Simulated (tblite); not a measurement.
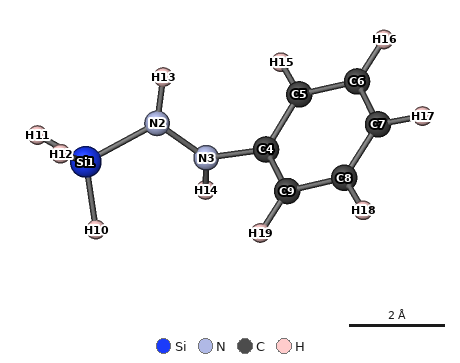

This is the input geometry for a relaxation of C₆H₁₀N₂Si. Style: ball-and-stick. Shown at a tilt.

Method: tblite, GFN2-xTB geometry optimisation, gas phase.

```xyz
19

Si    3.3700    0.1999    0.4910
N     1.8571   -0.6299    0.2789
N     1.0676   -0.2531   -0.7538
C    -0.3394   -0.0328   -0.4443
C    -1.1105   -1.2012   -0.3181
C    -2.4692   -1.1113   -0.0161
C    -2.9820    0.1600    0.1698
C    -2.2038    1.2992    0.0653
C    -0.8587    1.2131   -0.2463
H     3.4371    1.2701   -0.5277
H     4.4761   -0.7509    0.3392
H     3.5413    0.7820    1.8535
H     1.5388   -1.3491    0.9204
H     1.3609   -0.0927   -1.7442
H    -0.6630   -2.1782   -0.4761
H    -3.0919   -1.9890    0.0918
H    -4.0337    0.2848    0.4211
H    -2.6633    2.2824    0.2173
H    -0.2431    2.1057   -0.3289
```

### Predict the outcome.

The energy falls by 109.7 kJ/mol in 185 geometry steps. H10 moves most after the best rigid fit: 3.45 Å. By element the largest moves are H 3.45 Å, N 0.94 Å, Si 0.90 Å, C 0.88 Å. Among the contacts that change: N3–C4 1.457 → 1.386 Å, N2–N3 1.353 → 1.405 Å, Si1–H12 1.492 → 1.458 Å, N3–H14 1.045 → 1.013 Å. Bond angles that change, for instance: N2–N3–H14 127.0° → 111.4°, N2–Si1–H12 113.4° → 102.6°, N3–N2–H13 119.8° → 110.5°. The run took 1.6 s on 1 thread of Arm Neoverse V1, with other jobs on the host.

Final geometry:

```xyz
19

Si    2.7862   -0.3212    0.9280
N     2.1149   -0.6745   -0.6267
N     1.0936    0.0968   -1.2054
C    -0.1651    0.1544   -0.6271
C    -0.6589   -0.8934    0.1489
C    -1.9485   -0.8469    0.6422
C    -2.7696    0.2333    0.3688
C    -2.2869    1.2741   -0.4087
C    -0.9982    1.2405   -0.9008
H     1.8499   -0.3778    2.0573
H     3.2853    1.0500    0.8090
H     3.8319   -1.3294    1.0589
H     2.0730   -1.6267   -0.9634
H     1.4427    0.9929   -1.5246
H    -0.0276   -1.7418    0.3659
H    -2.3148   -1.6649    1.2455
H    -3.7763    0.2655    0.7571
H    -2.9184    2.1230   -0.6276
H    -0.6229    2.0551   -1.5046
```

The end point in the same view:

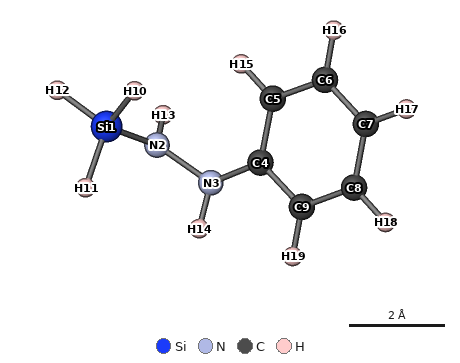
